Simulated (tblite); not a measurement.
**C$_{5}$H$_{8}$AlN: geometry relaxation (part 2 of 2)**

The same run, continued: C$_{5}$H$_{8}$AlN, SMILES [AlH3-][n+]1ccccc1; GFN2-xTB geometry optimisation, gas phase (tblite 0.8.0). 

Geometry of the input (Å):
```
Al 0.0213  -0.0039  -0.0168
H  1.5773  -0.1394  -0.0490
H  -0.8993  -1.3010  0.0120
H  -0.6585  1.4631  -0.0378
N  0.0833  -0.2114  2.0032
C  0.1669  -1.4124  2.5453
C  0.2380  -1.6072  3.9227
C  0.2110  -0.4892  4.7731
C  0.1131  0.7578  4.1869
C  0.0415  0.8499  2.8015
H  0.1985  -2.2701  1.8626
H  0.3036  -2.6310  4.3390
H  0.2326  -0.6097  5.8709
H  0.0784  1.6675  4.7899
H  -0.0319  1.8480  2.3087
```

## Trajectory as extended XYZ, continued
```
15
Properties=species:S:1:pos:R:3:forces:R:3 step=62 energy=-511.40918
Al    0.0354   -0.0741    0.0770   -0.0030   0.0110   0.0010
H     1.5799   -0.3733   -0.0437    0.0060  -0.0070  -0.0180
H    -0.9317   -1.2725   -0.2653   -0.0020   0.0130   0.0110
H    -0.4711    1.3990   -0.1490    0.0080  -0.0110   0.0000
N    -0.0318   -0.1419    2.0678    0.0160  -0.0030   0.0020
C     0.1330   -1.3574    2.5648   -0.0140   0.0040   0.0000
C     0.2762   -1.5872    3.9202    0.0020   0.0080  -0.0050
C     0.2501   -0.4965    4.7794    0.0020   0.0110  -0.0020
C     0.0873    0.7746    4.2484    0.0040  -0.0040   0.0000
C    -0.0475    0.9048    2.8768   -0.0190  -0.0080   0.0080
H     0.1395   -2.1468    1.8230    0.0100  -0.0020   0.0090
H     0.4062   -2.5895    4.2962    0.0000   0.0000   0.0010
H     0.3594   -0.6346    5.8447   -0.0060  -0.0060  -0.0020
H     0.0662    1.6457    4.8840    0.0050  -0.0060   0.0000
H    -0.1755    1.8608    2.3879   -0.0100   0.0010  -0.0050
15
Properties=species:S:1:pos:R:3:forces:R:3 step=70 energy=-511.41045
Al    0.0375   -0.0745    0.0789    0.0220  -0.0180  -0.0200
H     1.5681   -0.4594   -0.0463   -0.0390   0.0090  -0.0120
H    -0.9938   -1.2164   -0.2603    0.0020  -0.0110   0.0110
H    -0.3978    1.4191   -0.1460    0.0170   0.0150  -0.0030
N    -0.0328   -0.1414    2.0663   -0.0300  -0.0190   0.0500
C     0.1452   -1.3555    2.5628    0.0520   0.0210  -0.0040
C     0.2963   -1.5829    3.9177   -0.0210   0.0120  -0.0120
C     0.2507   -0.4943    4.7792    0.0110   0.0300  -0.0170
C     0.0691    0.7758    4.2497   -0.0210  -0.0410   0.0130
C    -0.0705    0.9031    2.8773    0.0340  -0.0080   0.0400
H     0.1700   -2.1459    1.8222   -0.0010   0.0140  -0.0010
H     0.4488   -2.5830    4.2900   -0.0160  -0.0090   0.0170
H     0.3603   -0.6356    5.8445    0.0050   0.0120  -0.0180
H     0.0369    1.6460    4.8881   -0.0050  -0.0360  -0.0360
H    -0.2121    1.8561    2.3881   -0.0100   0.0280  -0.0080
15
Properties=species:S:1:pos:R:3:forces:R:3 step=78 energy=-511.41256
Al    0.0364   -0.0756    0.0775    0.0000  -0.0130  -0.0050
H     1.5196   -0.5953   -0.0844   -0.0100   0.0000  -0.0030
H    -1.0970   -1.1224   -0.2392   -0.0010  -0.0110   0.0060
H    -0.2540    1.4553   -0.1348    0.0000   0.0050  -0.0070
N    -0.0260   -0.1427    2.0675    0.0050  -0.0040   0.0110
C     0.1861   -1.3517    2.5623    0.0000   0.0000  -0.0050
C     0.3296   -1.5801    3.9181   -0.0170   0.0180  -0.0040
C     0.2502   -0.4933    4.7795    0.0040   0.0190  -0.0040
C     0.0338    0.7704    4.2507   -0.0030   0.0050   0.0100
C    -0.1024    0.8987    2.8789    0.0230  -0.0040   0.0100
H     0.2357   -2.1368    1.8177    0.0120  -0.0040   0.0000
H     0.5020   -2.5759    4.2950   -0.0080   0.0050  -0.0160
H     0.3578   -0.6278    5.8455    0.0090  -0.0110  -0.0060
H    -0.0220    1.6398    4.8863   -0.0180  -0.0080   0.0150
H    -0.2741    1.8486    2.3917    0.0050   0.0040  -0.0010
15
Properties=species:S:1:pos:R:3:forces:R:3 step=86 energy=-511.41322
Al    0.0339   -0.0783    0.0761    0.0020  -0.0170   0.0010
H     1.5085   -0.6138   -0.0950    0.0060  -0.0100  -0.0040
H    -1.1111   -1.1185   -0.2271    0.0000   0.0050   0.0080
H    -0.2333    1.4559   -0.1406   -0.0150   0.0040  -0.0060
N    -0.0177   -0.1376    2.0676    0.0060  -0.0010   0.0050
C     0.1927   -1.3478    2.5596    0.0060   0.0020   0.0070
C     0.3296   -1.5771    3.9155    0.0100   0.0020   0.0050
C     0.2500   -0.4926    4.7798    0.0010   0.0050  -0.0020
C     0.0285    0.7716    4.2549   -0.0120  -0.0040  -0.0050
C    -0.1018    0.9009    2.8823   -0.0020   0.0020  -0.0020
H     0.2511   -2.1338    1.8162   -0.0040   0.0180  -0.0060
H     0.5002   -2.5738    4.2894    0.0000  -0.0080   0.0010
H     0.3632   -0.6314    5.8446   -0.0100  -0.0050   0.0000
H    -0.0405    1.6378    4.8941    0.0030  -0.0120  -0.0030
H    -0.2775    1.8497    2.3949    0.0090   0.0190   0.0040
15
Properties=species:S:1:pos:R:3:forces:R:3 step=93 energy=-511.41430
Al    0.0306   -0.0841    0.0744   -0.0100   0.0040  -0.0040
H     1.4919   -0.6467   -0.1311   -0.0090   0.0010  -0.0010
H    -1.1418   -1.1054   -0.1860    0.0040  -0.0100   0.0040
H    -0.2338    1.4510   -0.1527    0.0090  -0.0120   0.0020
N     0.0189   -0.1268    2.0672   -0.0130   0.0120   0.0000
C     0.2176   -1.3393    2.5579    0.0050   0.0040  -0.0140
C     0.3337   -1.5764    3.9144    0.0000   0.0020  -0.0090
C     0.2381   -0.4954    4.7813    0.0020  -0.0120  -0.0020
C     0.0128    0.7689    4.2584    0.0180   0.0040   0.0110
C    -0.0881    0.9074    2.8845    0.0030   0.0020   0.0070
H     0.2856   -2.1188    1.8088    0.0040  -0.0050  -0.0020
H     0.4963   -2.5759    4.2857    0.0130   0.0100  -0.0020
H     0.3446   -0.6373    5.8462   -0.0340  -0.0030   0.0060
H    -0.0772    1.6292    4.9020    0.0100   0.0090   0.0050
H    -0.2533    1.8607    2.4014   -0.0020  -0.0040  -0.0030
15
Properties=species:S:1:pos:R:3:forces:R:3 step=101 energy=-511.41596
Al    0.0171   -0.1001    0.0743   -0.0050   0.0300  -0.0020
H     1.4469   -0.7158   -0.1840   -0.0020  -0.0040   0.0060
H    -1.1971   -1.0879   -0.1095   -0.0080  -0.0190  -0.0050
H    -0.2070    1.4374   -0.1741    0.0050  -0.0090   0.0020
N     0.0634   -0.1028    2.0672    0.0090   0.0080  -0.0050
C     0.2631   -1.3188    2.5481    0.0090   0.0030  -0.0030
C     0.3513   -1.5695    3.9041   -0.0160  -0.0090  -0.0010
C     0.2160   -0.5011    4.7811   -0.0130  -0.0110   0.0020
C     0.0003    0.7686    4.2677   -0.0220  -0.0030   0.0020
C    -0.0661    0.9219    2.8931   -0.0010   0.0070  -0.0030
H     0.3499   -2.0900    1.7918    0.0070   0.0010   0.0040
H     0.5144   -2.5712    4.2684    0.0090  -0.0020   0.0010
H     0.2734   -0.6583    5.8475    0.0060  -0.0010   0.0090
H    -0.1221    1.6192    4.9188    0.0240   0.0080   0.0030
H    -0.2277    1.8794    2.4178   -0.0020   0.0020  -0.0070
15
Properties=species:S:1:pos:R:3:forces:R:3 step=109 energy=-511.41631
Al    0.0142   -0.1012    0.0745    0.0010   0.0090  -0.0010
H     1.4483   -0.7064   -0.1848   -0.0010  -0.0020   0.0030
H    -1.1896   -1.1058   -0.1040   -0.0020   0.0000  -0.0030
H    -0.2229    1.4335   -0.1766   -0.0020  -0.0080   0.0010
N     0.0685   -0.0982    2.0672   -0.0060  -0.0050   0.0000
C     0.2643   -1.3155    2.5465    0.0000  -0.0020   0.0000
C     0.3450   -1.5701    3.9023   -0.0020   0.0010   0.0020
C     0.2091   -0.5032    4.7810    0.0040   0.0030   0.0000
C     0.0007    0.7687    4.2691    0.0000   0.0000   0.0010
C    -0.0615    0.9253    2.8946    0.0040  -0.0010  -0.0030
H     0.3532   -2.0859    1.7897    0.0090   0.0040  -0.0030
H     0.5093   -2.5723    4.2647   -0.0040   0.0000   0.0000
H     0.2657   -0.6617    5.8474   -0.0020  -0.0020   0.0020
H    -0.1107    1.6203    4.9213    0.0020   0.0000   0.0010
H    -0.2179    1.8837    2.4194   -0.0020   0.0030   0.0010
```

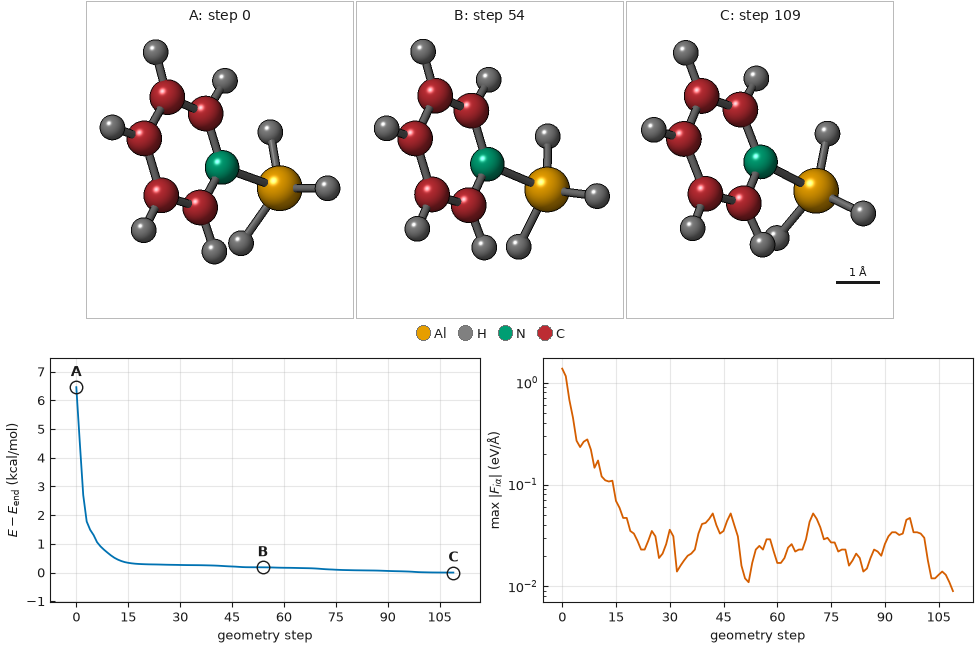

Figure 1. Frames of the relaxation (ball-and-stick view, seen at a tilt) above the curves, on which the letters mark them (steps are counted from 0).

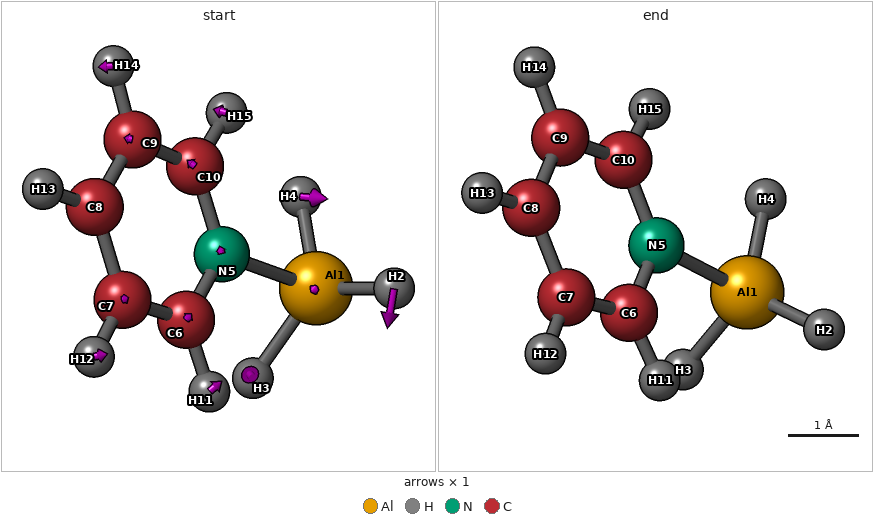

Figure 2. Before (left) and after (right) the relaxation, at one scale (ball-and-stick view, seen at a tilt). The pink arrows give the displacements, at true length. After 109 geometry steps the energy has fallen by 6.46 kcal/mol. Largest force component: 1.4 eV/Å at the start, 0.009 eV/Å at the end. H2 moves most after the best rigid fit: 0.60 Å. By element the largest moves are H 0.60 Å, C 0.16 Å, Al 0.13 Å, N 0.13 Å. Among the contacts that change: Al1–H4 1.617 → 1.573 Å, Al1–N5 2.032 → 1.993 Å, C10–H15 1.116 → 1.081 Å, C7–H12 1.107 → 1.078 Å. Among the angles that change: H3–Al1–N5 85.2° → 97.7°, H2–Al1–N5 88.9° → 98.1°, Al1–N5–C6 120.2° → 111.4°. (Atoms are counted from 1 in the order of the input.)
